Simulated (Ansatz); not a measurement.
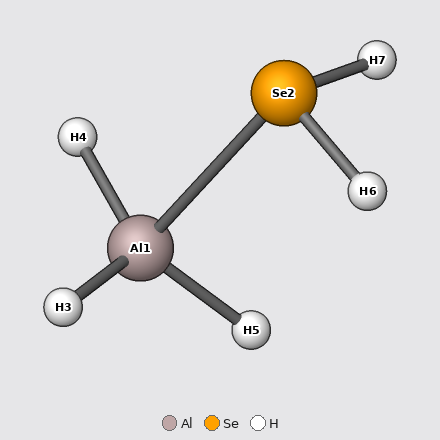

The system is AlH₅Se, SMILES [AlH3-][SeH2+]; the picture shows the reference structure. First axis: umbrella angle at Se2 (between each of its bonds and their common axis; 90 is planar). Second axis: change of the bonds Se2–Al1, Se2–H6, Se2–H7, all alike. Nothing is relaxed (all other coordinates rigid). The grid has 9 × 9 points. Points are written as (first, second). Energies are in eV, from the lowest grid point. All numbers below come from RKS wB97X-V/def2-TZVP in Ansatz.

Its coordinates:

| atom | x (Å) | y (Å) | z (Å) |
| --- | --- | --- | --- |
| Al | -0.7509 | -0.5989 | -0.6627 |
| Se | 0.8179 | 0.3308 | 1.3168 |
| H | -0.1304 | -2.0657 | -0.6656 |
| H | -2.1215 | -0.3423 | 0.1068 |
| H | -0.3169 | 0.4171 | -1.8101 |
| H | 2.0509 | 0.4400 | 0.5346 |
| H | 0.5121 | 1.7511 | 1.1345 |

Range: umbrella angle at Se2 (between each of its bonds and their common axis; 90 is planar) from 46.7 to 133.3°; change of the bonds Se2–Al1, Se2–H6, Se2–H7, all alike from −0.206 to 0.318 Å.

What landscape does the calculation give?

The lowest grid point is at (122.5°, −0.009 Å). A higher local minimum lies near (57.5°, −0.009 Å) (0.032 eV above the lowest at that grid point). The highest grid point, (90.0°, 0.318 Å), lies 2.21 eV above the lowest. On the interpolated surface the easiest way out of the lowest well to the well at (57.5°, −0.009 Å) passes a barrier of about 0.66 eV. Round the minimum the two coordinates are weakly coupled (coupling −0.08 in units of the two stiffnesses).

```
second ↓, first →  46.7  57.5  68.3  79.2  90.0  100.8  111.7  122.5  133.3
            0.318  1.70  1.56  1.73  2.05  2.21   2.03   1.71   1.54   1.68
            0.253  1.24  1.08  1.26  1.58  1.74   1.56   1.23   1.06   1.23
            0.187  0.84  0.66  0.83  1.16  1.32   1.13   0.80   0.63   0.82
            0.122  0.53  0.32  0.48  0.82  0.98   0.79   0.45   0.29   0.51
            0.056  0.33  0.09  0.25  0.58  0.74   0.55   0.21   0.07   0.31
           −0.009  0.31  0.03  0.17  0.50  0.65   0.47   0.13   0.00   0.28
           −0.075  0.51  0.19  0.31  0.62  0.78   0.59   0.27   0.16   0.48
           −0.140  1.01  0.64  0.74  1.03  1.18   1.00   0.69   0.60   0.97
           −0.206  1.93  1.51  1.57  1.85  1.98   1.81   1.52   1.46   1.89
```

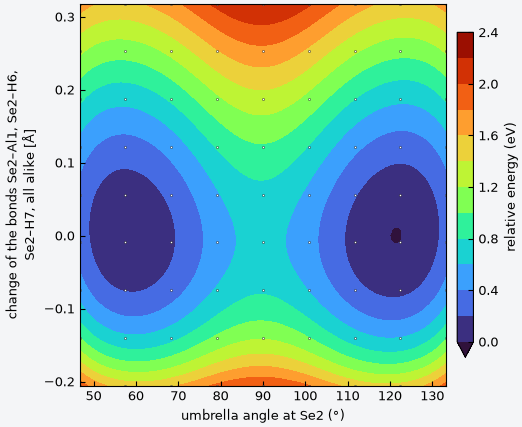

Drawn: filled contours, dots at the grid points. Between grid points the surface is interpolated.

The whole map (81 points run) took 8.3 min on 1 thread of INTEL(R) XEON(R) PLATINUM 8581C CPU @ 2.30GHz (Emerald Rapids), on a shared host.
